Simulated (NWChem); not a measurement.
**CsNa (NaCs) at PBE/def2-TZVPPD (core potential)**

Aim: the energy of CsNa (NaCs). 

Program for the calculation: NWChem 7.3.0.

## Step 1: The system as given

CsNa: 2 atoms, total charge 0, spin state singlet. SMILES: `[Na][Cs]`. The Na1–Cs2 distance was set to 5.857 Å, away from the relaxed value.

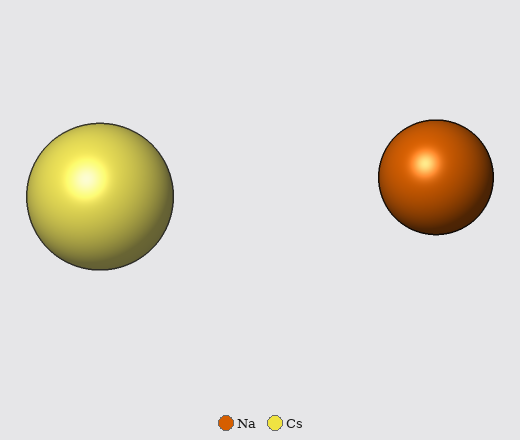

The structure, seen from a chosen angle (sodium orange, caesium yellow).

## Step 2: A single-point energy at PBE/def2-TZVPPD (core potential)

Contents of sp.xyz:

```xyz
2
CsNa
Na     0.000000     0.000000    -2.211790
Cs     0.000000     0.000000     3.645610
```

Contents of sp.nw:

```
echo
start sp
title "CsNa"
memory 2200 mb
geometry units angstrom noautosym nocenter noautoz
load format xyz sp.xyz
end
basis spherical bse
* library def2-TZVPPD
end
ecp bse
Cs library def2-TZVPPD
end
dft
xc xpbe96 cpbe96
mult 1
grid xfine
convergence energy 1e-08
maxiter 100
mulliken
noprint "final vectors analysis"
end
task dft energy
```

The run is started by

```sh
nwchem sp.nw > sp.out
```

Log:

```text
[...]
          Wavefunction type:  closed shell.
          No. of atoms     :     2
          No. of electrons :    20
[...]
          Charge           :     0
          Spin multiplicity:     1
[...]
          AO basis - number of functions:    74
[...]
              XC Information
              --------------
          PerdewBurkeErnzerhof Exchange Functional  1.000
            Perdew 1991 LDA Correlation Functional  1.000 local
           PerdewBurkeErnz. Correlation Functional  1.000 non-local
[...]
 d= 0,ls=0.0,diis     1   -182.2990355850 -1.91D+02  4.35D-02  1.32D-01     1.1
[...]
 d= 0,ls=0.0,diis    19   -182.3149465669 -9.30D-10  1.24D-07  2.30D-12    13.9
         Total DFT energy =     -182.314946566908
      One electron energy =     -278.732761127498
           Coulomb energy =      104.890154597001
    Exchange-Corr. energy =      -17.416333557593
 Nuclear repulsion energy =        8.943993521182
[...]
      Total Density - Mulliken Population Analysis
     ---------------------------------------------
    Atom       Charge   Shell Charges
 -----------   ------   -------------------------------------------------------
    1 Na  11    11.12   2.00  0.66  1.33  0.81  0.32  5.05  0.92  0.04  0.01 -0.01  0.00  0.00  0.00
    2 Cs   9     8.88  -0.34  1.68  0.66  0.72  0.11  5.42  0.55  0.04  0.01  0.00  0.01  0.01  0.00
[...]
```

It took 15 s on 1 thread of AMD EPYC 7B13 (Zen 3), shared host; peak memory 0.12 GiB.

## Step 3: Results

At PBE/def2-TZVPPD (core potential):

| quantity | value |
| --- | --- |
| total energy | -182.31495 Eh |
| dipole moment | 5.18 D |

**Reading.** The run may have ended on a state above the lowest. The SCF solution is unstable: a lower one exists.
